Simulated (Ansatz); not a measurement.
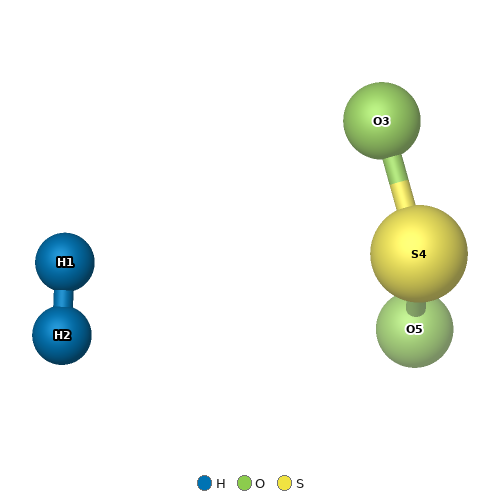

The system is the pair H₂···O₂S; the picture shows the reference structure. The first coordinate is: separation of S4 and H1 along their line in the relaxed pair; the second: sideways slip of H1, H2. Nothing is relaxed (both partners rigid). Grid: 15 × 15 points. Points are written as (first, second). Energies: cm⁻¹, counted from the lowest grid point. Method: RHF/def2-TZVPD (Ansatz).

Its coordinates:

```xyz
5

H     0.2296   -0.2252   -2.2837
H    -0.4826   -0.0934   -2.4132
O     1.2851    0.0735    1.3283
S    -0.0197    0.5522    1.4489
O    -1.0124   -0.3072    1.9196
```

Range: separation of S4 and H1 along their line in the relaxed pair from 3.209 to 5.209 Å; sideways slip of H1, H2 from −3.00 to 3.00 Å.

> What will the energy surface look like?

The lowest grid point is at (3.820 Å, 0.00 Å). No other kind of well shows on this grid. The highest grid point, (3.209 Å, 1.71 Å), lies 229 cm⁻¹ above the lowest. Round the minimum the valley is somewhat tilted: raising the first coordinate shifts the best value of sideways slip of H1, H2 upwards (coupling k₁₂/√(k₁₁k₂₂) about −0.2).

| second ↓, first → | 3.209 | 3.259 | 3.341 | 3.441 | 3.556 | 3.683 | 3.820 | 3.967 | 4.123 | 4.287 | 4.458 | 4.636 | 4.821 | 5.012 | 5.209 |
| --- | --- | --- | --- | --- | --- | --- | --- | --- | --- | --- | --- | --- | --- | --- | --- |
| 3.00 | 130 | 122 | 110 | 99 | 89 | 80 | 73 | 68 | 63 | 60 | 57 | 55 | 53 | 52 | 51 |
| 2.57 | 169 | 155 | 134 | 115 | 98 | 85 | 75 | 67 | 61 | 57 | 54 | 52 | 51 | 50 | 49 |
| 2.14 | 208 | 185 | 155 | 126 | 102 | 84 | 71 | 62 | 55 | 51 | 49 | 47 | 46 | 46 | 46 |
| 1.71 | 229 | 199 | 160 | 124 | 95 | 74 | 60 | 51 | 45 | 42 | 41 | 40 | 41 | 41 | 42 |
| 1.29 | 216 | 184 | 142 | 104 | 75 | 55 | 42 | 35 | 31 | 30 | 31 | 32 | 34 | 36 | 37 |
| 0.86 | 172 | 143 | 104 | 71 | 47 | 31 | 22 | 18 | 17 | 19 | 22 | 25 | 28 | 31 | 34 |
| 0.43 | 119 | 95 | 65 | 39 | 21 | 10 | 6 | 5 | 8 | 11 | 16 | 20 | 24 | 28 | 31 |
| 0.00 | 81 | 63 | 40 | 21 | 9 | 2 | 0 | 1 | 5 | 9 | 14 | 19 | 23 | 27 | 30 |
| −0.43 | 68 | 54 | 36 | 22 | 12 | 7 | 5 | 6 | 9 | 13 | 17 | 21 | 25 | 28 | 31 |
| −0.86 | 72 | 61 | 46 | 34 | 25 | 20 | 17 | 17 | 19 | 21 | 23 | 26 | 29 | 31 | 33 |
| −1.29 | 78 | 69 | 58 | 47 | 40 | 34 | 31 | 29 | 29 | 30 | 31 | 32 | 34 | 35 | 36 |
| −1.71 | 79 | 73 | 65 | 57 | 50 | 45 | 42 | 40 | 38 | 38 | 38 | 38 | 38 | 39 | 40 |
| −2.14 | 75 | 71 | 66 | 61 | 56 | 52 | 49 | 47 | 45 | 44 | 43 | 43 | 42 | 42 | 42 |
| −2.57 | 69 | 67 | 64 | 60 | 57 | 55 | 52 | 50 | 49 | 47 | 46 | 46 | 45 | 45 | 45 |
| −3.00 | 63 | 62 | 60 | 58 | 56 | 55 | 53 | 52 | 50 | 49 | 48 | 48 | 47 | 46 | 46 |

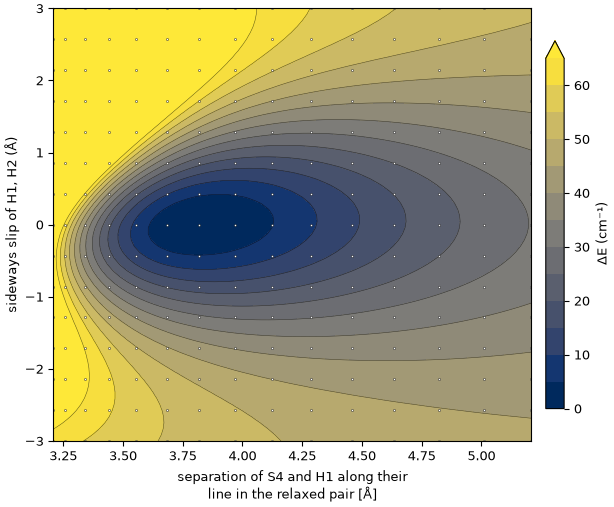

The picture shows filled contours, dots at the grid points, one colour for all values above the top of the scale. Between grid points the surface is interpolated.

The whole map (225 points run) took 8.7 min on 1 thread of Arm Neoverse V2 (shared host).
